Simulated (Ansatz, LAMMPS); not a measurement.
**Relaxing a frame of liquid acetonitrile from 293 K (186 atoms)**

Aim: bring a frame of liquid acetonitrile from 293 K (186 atoms) to a nearby minimum of the energy and see what moves.

Method: Kohn-Sham DFT, PBE+D4, PAW (set soft_2), plane waves, in Ansatz 0.2.0.

### Step 1. Starting point

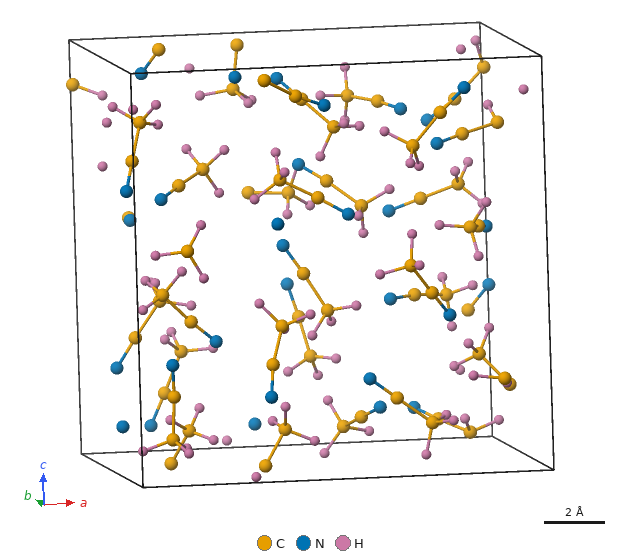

The cell as given, slightly off an axis (carbon orange, nitrogen blue, hydrogen pink). Bonds to atoms that aren't drawn are left out. Some periodic images of atoms are drawn too.

The cell holds 186 atoms: 62 C, 31 N and 93 H. Cell: a = 13.905 Å, b = 13.905 Å, c = 13.905 Å, α = 90.0°, β = 90.0°, γ = 90.0°. 31 acetonitrile placed at random, at 0.786 g/cm³; overlaps pushed apart, then 10 ps at 393 K with MMFF94 bonds, angles, torsions, charges and radii (Halgren, J. Comput. Chem. 17, 490 (1996)) in harmonic and 12-6 forms. Snapshot after 20 ps at 293 K and fixed volume. The density is a measured one.

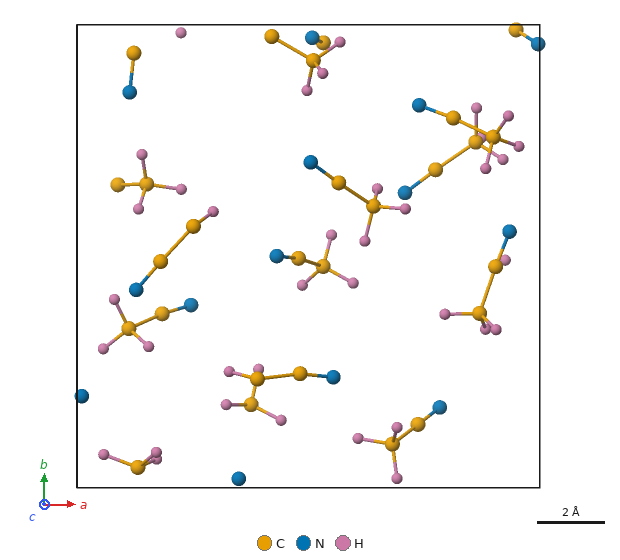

A slice 6 Å thick through the middle of the cell. Bonds to atoms that aren't drawn are left out.

Limits known from the start: The network of contacts between molecules at the start is that of the classical potential that made the cell. Only the Γ point is sampled, in a cell whose shortest periodic width is 14 Å.

### Step 2. How the cell was made

A classical potential supplies the starting structure, since it reaches far longer times than DFT.

This step: classical MD, MMFF94 bonds, angles, torsions, charges and radii (Halgren, J. Comput. Chem. 17, 490 (1996)) in harmonic and 12-6 forms (LAMMPS 22 Jul 2025 - Update 4).

Contents of in.lmp:

```
# liquid acetonitrile
units real
atom_style full
boundary p p p
bond_style harmonic
angle_style harmonic
dihedral_style opls
improper_style harmonic
special_bonds lj 0 0 0.5 coul 0 0 0.75
read_data data.lmp
neigh_modify delay 0 every 1 check yes one 4000
comm_modify cutoff 12.0
timestep 0.5
thermo_style custom step time temp pe press density
thermo_modify norm yes
# push overlapping molecules apart
pair_style soft 2.6
pair_coeff * * 0.0
variable a equal ramp(1,60)
fix ad all adapt 1 pair soft a * * v_a
velocity all create 393 609247 mom yes dist gaussian
fix lim all nve/limit 0.03
fix lan all langevin 393 393 50 609248 zero yes
thermo 1000
run 3000 post no
unfix ad
pair_style lj/cut/coul/long 9.0
pair_modify mix arithmetic tail yes
pair_coeff 1 1 0.0678 3.3680   # C
pair_coeff 2 2 0.0678 3.5530   # C
pair_coeff 3 3 0.0721 3.3270   # N
pair_coeff 4 4 0.0216 2.5400   # H
kspace_style pppm 1.0e-4
thermo 100
# [... 16 lines left out ...]
compute msd all msd com yes
thermo 5000
fix md all nvt temp 293 293 100
run 20000 post no
print "== T293: mean square displacement over the hold $(c_msd[4]:%.2f) A^2"
unfix md
uncompute msd
write_dump all custom T293.dump id type xs ys zs modify sort id
```

Command:

```bash
$ lmp -in in.lmp -log none -nocite
```

Numbers of over 12 decimals in the logs are rounded to 6 here.

The program printed:

```text
LAMMPS (22 Jul 2025 - Update 4)
Reading data file ...
  orthogonal box = (0 0 0) to (13.90522 13.90522 13.90522)
  186 atoms
  orthogonal box = (0 0 0) to (13.90522 13.90522 13.90522)
  155 bonds
  217 angles
   Step          Time           Temp          PotEng         Press         Density
         0   0              393            0.069134423    2959.0745      0.78599912
      1000   500            393.14469      0.84936885     16503.661      0.78599912
      2000   1000           383.15396      0.87868018     9684.7984      0.78599912
      3000   1500           348.88221      0.77755824     5685.6934      0.78599912
Loop time of 0.994691 s on 1 MPI rank(s) for 3000 steps with 186 atoms
PPPM initialization ...
  G vector (1/distance) = 0.29325967
  grid = 8 8 8
  estimated relative force accuracy = 1.8629607e-05
   Step          Time           Temp          PotEng         Press         Density
[... 14 lines left out ...]
      2000   1000           364.94972     -0.40448742     503.31988      0.78599912
Loop time of 7.1175 s on 1 MPI rank(s) for 2000 steps with 186 atoms
   Step          Time           Temp          PotEng         Press         Density
      2000   1000           364.94972     -0.40448742     503.31988      0.78599912
[... 5 lines left out ...]
Loop time of 17.2414 s on 1 MPI rank(s) for 10000 steps with 186 atoms
   Step          Time           Temp          PotEng         Press         Density
[... 4 lines left out ...]
Loop time of 8.34646 s on 1 MPI rank(s) for 5000 steps with 186 atoms
   Step          Time           Temp          PotEng         Press         Density
[... 2 lines left out ...]
     25000   24000          329.74574     -0.59838881     2061.2409      0.78599912
     30000   29000          269.93992     -0.60554993     2981.4343      0.78599912
     35000   34000          264.17073     -0.6659012      7378.1234      0.78599912
     37000   36000          282.64402     -0.73128331     1466.4273      0.78599912
Loop time of 30.3688 s on 1 MPI rank(s) for 20000 steps with 186 atoms
== T293: mean square displacement over the hold 33.39 A^2
```

It took 67 s on 1 thread of Intel Xeon at 2.80GHz (Skylake/Cascade Lake), shared host; peak memory 0.61 GiB.

The input also reads data.lmp (atoms, bonds and types; not printed here).

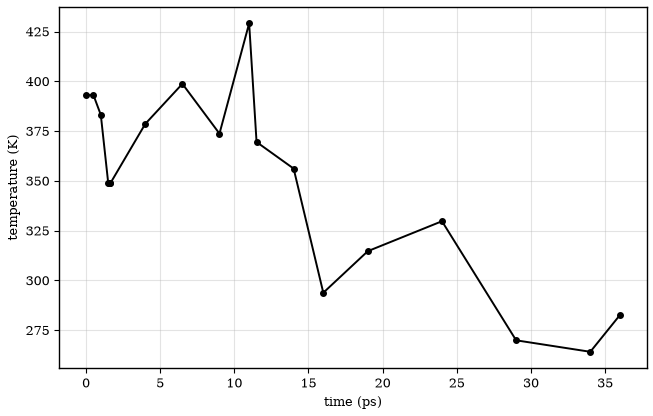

Temperature, plotted against time.

### Step 3. Single point at the start

The forces at the start show how far the geometry lies from a minimum of this functional.

Contents of input.yaml:

```yaml
crystal:
  lattice:
    - [13.90522, 0.0, 0.0]
    - [0.0, 13.90522, 0.0]
    - [0.0, 0.0, 13.90522]
  atoms:
    - { symbol: C, position: [0.65249, 0.86152, 0.8491] }
    - { symbol: C, position: [0.71284, 0.77612, 0.8403] }
    - { symbol: "N", position: [0.75763, 0.70655, 0.82542] }
    - { symbol: H, position: [0.58185, 0.82862, 0.85493] }
    - { symbol: H, position: [0.65063, 0.90596, 0.78636] }
    - { symbol: H, position: [0.65443, 0.90388, 0.91468] }
    - { symbol: C, position: [0.15065, 0.65564, 0.39087] }
    - { symbol: C, position: [0.08851, 0.65423, 0.3049] }
    - { symbol: "N", position: [0.04043, 0.64677, 0.23456] }
    - { symbol: H, position: [0.22544, 0.64448, 0.37785] }
    - { symbol: H, position: [0.13314, 0.6018, 0.43935] }
    - { symbol: H, position: [0.14059, 0.71969, 0.43101] }
    - { symbol: C, position: [0.89951, 0.75714, 0.63386] }
    - { symbol: C, position: [0.81329, 0.79843, 0.59914] }
    - { symbol: "N", position: [0.7395, 0.82592, 0.57006] }
    - { symbol: H, position: [0.9322, 0.80291, 0.68201] }
    - { symbol: H, position: [0.95473, 0.73732, 0.58627] }
    - { symbol: H, position: [0.88321, 0.6892, 0.67081] }
    - { symbol: C, position: [0.36137, 0.77127, 0.88423] }
    - { symbol: C, position: [0.3742, 0.76974, 0.99076] }
    - { symbol: "N", position: [0.39052, 0.77413, 0.074] }
    - { symbol: H, position: [0.41329, 0.82305, 0.85174] }
    - { symbol: H, position: [0.28289, 0.78751, 0.8709] }
    - { symbol: H, position: [0.3872, 0.69967, 0.85541] }
    - { symbol: C, position: [0.90209, 0.69584, 0.03903] }
    - { symbol: C, position: [0.83744, 0.77856, 0.06702] }
    - { symbol: "N", position: [0.78829, 0.83975, 0.09208] }
    - { symbol: H, position: [0.88061, 0.63215, 0.07785] }
    - { symbol: H, position: [0.97486, 0.7128, 0.06435] }
    - { symbol: H, position: [0.90398, 0.67394, 0.96566] }
    - { symbol: C, position: [0.13162, 0.04357, 0.56142] }
    - { symbol: C, position: [0.12302, 0.93868, 0.57019] }
    [... 148 atom lines left out ...]
    - { symbol: C, position: [0.96779, 0.542, 0.79754] }
    - { symbol: C, position: [0.87548, 0.50009, 0.77697] }
    - { symbol: "N", position: [0.80706, 0.45721, 0.76011] }
    - { symbol: H, position: [0.01057, 0.48844, 0.84138] }
    - { symbol: H, position: [0.95636, 0.61168, 0.83466] }
    - { symbol: H, position: [0.00785, 0.56166, 0.72983] }
kpoints:
  mp_grid: { grid: [1, 1, 1] }
hamiltonian:
  xc: pbe
  dispersion: d4
scf:
  occupations: { method: fixed }
output:
  forces: true
  stress: true
  populations: true
  dos:
    method: { smearing: { sigma: 0.1 } }
    de: 0.1
    projected: { site_lists: { C: [C], H: [H], "N": ["N"] } }
  eigenvalues: true
```

Command:

```bash
$ ansatz run input.yaml --threads 4 --pin off --max-ram 8192MiB --backend cpu --events-out ev --progress --plain --runs-dir out
```

The program printed:

```text
Engine: ansatz 0.2.0, x86_64-unknown-linux-gnu
Pseudopotentials: kind: paw
Pseudopotential: C, paw, valence charge 4, recommended cutoff 420 eV (normal), C.paw.azcp
Pseudopotential: N, paw, valence charge 5, recommended cutoff 420 eV (normal), N.paw.azcp
Pseudopotential: H, paw, valence charge 1, recommended cutoff 420 eV (normal), H.paw.azcp
[... 5 lines on functional and potentials left out ...]
Crystal: 186 atoms, lattice volume = 2688.646 Å³
Basis set: ecut = 420 eV, 52515 PW (Γ), exchange–correlation on 192×192×192 points (8 copies of the dense FFT grid, shifted against one another)
Bands: 434, of which v1, the nominal top of the filled ones, is band 248 counted from 1 (247 counted from 0)
Symmetry: 1 space group operations
Space group: P1 (ITA 1), of the structure as read, at distance tolerance 1.4e-4 Å
k-points: 1
[... 7 lines on functional and potentials left out ...]
Initial density: superposition of atomic densities (neutral atoms: chi_scale 0, normalization atom), corrected by the library's trained network
Initial wavefunctions: pseudopotential atomic-orbital guess
Functional: x = pbe(κ = 0.804, μ = 0.219515), c = pbe(β = 0.066725)
SCF iter   1: F=—  HF=-28939.124627 eV  |F-HF|=—  |Δ(HF+E_count)|=         —  Δρ=3.29e-3  dr2=4.42e-1  ethr=1.77e-3  ⟨swp⟩=5.0  Hψ=1479  notcnv=0  defer=181
preconditioner: auto → Resta (q_TF=auto, 2.058 Å⁻¹)  ε∞=2.3  [insulator: Δε(μ)=6.183 eV  Ē_g=14.175 eV  n_scr=388 (ndim 8)  ℏωp=15.9 eV  f_vac=0.275  ε∞_Penn≈2.3]
SCF iter   2: F=—  HF=-28939.170699 eV  |F-HF|=—  |Δ(HF+E_count)|=   4.61e-2  Δρ=2.04e-3  dr2=1.51e-1  ethr=8.90e-5  ⟨swp⟩=2.0  Hψ=747  notcnv=0  defer=184
SCF iter   3: F=—  HF=-28939.176806 eV  |F-HF|=—  |Δ(HF+E_count)|=   6.11e-3  Δρ=1.07e-3  dr2=5.63e-2  ethr=3.04e-5  ⟨swp⟩=4.0  Hψ=504  notcnv=0  defer=184
SCF iter   4: F=—  HF=-28939.175683 eV  |F-HF|=—  |Δ(HF+E_count)|=   1.12e-3  Δρ=2.94e-4  dr2=4.06e-3  ethr=1.13e-5  ⟨swp⟩=5.0  Hψ=497  notcnv=0  defer=184
SCF iter   5: F=—  HF=-28939.174992 eV  |F-HF|=—  |Δ(HF+E_count)|=   6.91e-4  Δρ=2.31e-4  dr2=1.85e-3  ethr=8.19e-7  ⟨swp⟩=2.0  Hψ=745  notcnv=0  defer=184
SCF iter   6: F=—  HF=-28939.174705 eV  |F-HF|=—  |Δ(HF+E_count)|=   2.87e-4  Δρ=1.02e-4  dr2=3.36e-4  ethr=3.74e-7  ⟨swp⟩=3.0  Hψ=501  notcnv=0  defer=184
SCF iter   7: F=—  HF=-28939.174687 eV  |F-HF|=—  |Δ(HF+E_count)|=   1.82e-5  Δρ=2.56e-5  dr2=2.26e-5  ethr=6.77e-8  ⟨swp⟩=2.0  Hψ=501  notcnv=0  defer=184
SCF iter   8: F=—  HF=-28939.176864 eV  |F-HF|=—  |Δ(HF+E_count)|=   2.18e-3  Δρ=1.63e-5  dr2=9.05e-6  ethr=4.56e-9  ⟨swp⟩=2.0  Hψ=681  notcnv=0  defer=184
SCF iter   9: F=—  HF=-28939.176863 eV  |F-HF|=—  |Δ(HF+E_count)|=   1.03e-6  Δρ=5.37e-6  dr2=9.53e-7  ethr=1.83e-9  ⟨swp⟩=2.0  Hψ=499  notcnv=0  defer=184
SCF iter  10: F=—  HF=-28939.176863 eV  |F-HF|=—  |Δ(HF+E_count)|=   2.31e-7  Δρ=1.72e-6  dr2=1.18e-7  ethr=1.92e-10  ⟨swp⟩=2.0  Hψ=492  notcnv=0  defer=184
SCF iter  11: F=-28939.176863 eV  HF=-28939.176863 eV  |F-HF|=4.47e-8  |Δ(HF+E_count)|=   4.40e-8  Δρ=1.32e-6  dr2=6.20e-8  ethr=2.02e-11  ⟨swp⟩=17.0  Hψ=3221  notcnv=0
SCF 1 converged in 11 iterations: F = -28939.176863 eV  dr2 = 6.20e-8
  greatest PAW one-centre occupation: 0.844 electrons in one spin orbital (limit 2), on the N atom at site 116 (counted from 0), in its partial waves of l = 0
SCF converged after 11 iterations
Free energy (F): -28939.176863 eV
Harris-Foulkes:  -28939.176863 eV  (|F-HF|=4.47e-8)
Internal energy: -28939.176863 eV  (E = F + TS)
E sigma→0 (E₀):  -28939.176863 eV
Fermi energy:    -3.467484 eV
--- Per-component energies (eV) ---
  E_band       = -4356.098267
  E_kinetic    = 10761.685331
  E_local      = -32818.107829  (includes V_loc(G=0)·N_el)
  E_nonlocal   = 3349.202445
  E_hartree    = 11213.251987
  E_xc         = -5578.629851
  E_vxc        = -6989.504673  (∫ρ·V_xc dr)
  E_paw        = -10161.711301  (= ΣΔE_a)
  E_vpaw       = -1085.753464  (= ΣTr[D̂ρ^β])
  E_aug_tail   = -0.122722  (compensation charges beyond the density's cutoff)
  E_ewald      = -5697.315642
  E_disp       = -7.429282  (pairwise vdW)
  E_smearing   = -0.000000  (= −TS)
  E_closure    = -0.000000  (closes the sum)
  Σ components = -28939.176863   (vs F -28939.176863, Δ=0.00e0)
--- Forces (eV/Å), atoms counted from 1 ---
  atom   1  C     -0.79877209    -1.28857850     0.62590070
  atom   2  C      0.79172211     0.17412887    -0.28755799
  atom   3  N     -0.42821939     0.60965301     0.38217990
  atom   4  H     -0.77297952    -0.08178567    -0.21329283
  atom   5  H      0.46018975     0.43199771    -0.68885117
  atom   6  H      0.88171138     0.12808601     0.27129694
  atom   7  C     -0.65378064     0.69213127    -1.63657221
  atom   8  C     -0.70942565    -0.64658896    -1.69249276
  atom   9  N      1.52827408     0.41134876     2.39990032
  atom  10  H      0.97846854     0.08220712    -0.73239075
  atom  11  H     -0.98327623    -1.92110169     1.28161549
  atom  12  H     -0.11395058     1.41436516     0.51476884
  atom  13  C     -0.84832096    -1.71652068     0.47926889
  atom  14  C     -1.18066914     0.23984811    -0.94054054
[...]
atom 185  H      0.26256159    -0.50768803     0.16152006
  atom 186  H     -0.51263409    -0.53875633     0.66997270
  max |Σ_I F_I| component: 1.97e-4 eV/Å
--- Stress (GPa, compression-positive) ---
        0.414778      -0.234139      -0.111586
       -0.234138       0.173783      -0.152112
       -0.111585      -0.152112      -0.147192
  P = ⅓ Tr σ = 0.1471 GPa (1.471 kbar)
--- Band table (eV) ---
  k-point 0: bands = ["-19.1928", "-19.1902", "-19.0651", "-18.9615", [... 418 levels ...], "7.9509", "7.9581", "7.9874", "8.0046", "8.0284", "8.0566", "8.0848", "8.1115", "8.1480", "8.1627", "8.2128", "8.2319"]
--- Löwdin populations: 186 sites ---
  site symbol       q [e]
     0      C      4.4872
     1      C      3.7641
     2      N      5.2264
[...]
185      H      0.7657
  spilling = 0.016111 (of n_electrons = 496.000000)
```

Elapsed: 17 s, on 4 threads of AMD EPYC 9R45, shared host; peak memory 3.4 GiB.

Read from the output:

* free energy: -28939.1769 eV
* free energy per atom: -155.5870 eV/atom
* SCF cycles: 11
* pressure: 0.1471 GPa
* r.m.s. force component: 0.8493 eV/Å
* longest force: 3.862 eV/Å
* Fermi energy: -3.467 eV
* gap (highest filled to lowest empty level): 5.839 eV
* spilling of the projection: 0.01611

The r.m.s. force component of 0.85 eV/Å and the pressure of 0.15 GPa set the starting point.

Neighbours are counted within 1.34 Å (H-C), 1.85 Å (C-C), 1.62 Å (C-N).

Length of the force by element and coordination:

```csv
element,coordination,atoms,mean length of the force (eV/Å),spread,least,most
C,all,62,1.62,0.776,0.456,3.86
C,2,31,1.48,0.803,0.456,3.86
C,4,31,1.76,0.721,0.757,3.67
H,all,93,0.970,0.619,0.120,2.91
N,all,31,1.36,0.837,0.267,3.02
```

(Continued in part 2 of 3.)

[Logs are printed without paths, hosts, clocks, repeated set-up lines and the standing remarks that a program may print on its own settings, such as how far it seeks lower states.]

[Hosts, paths, dates, database ids (printed as entryN), source tags and the programs' standing remarks are cut or masked in the printed files.]

[The MMFF94 radii named for the starting cell were scaled by 0.96; in molecules described by MMFF94, hydrogen bound to N, O or S took a small fixed 12-6 site in their place.]
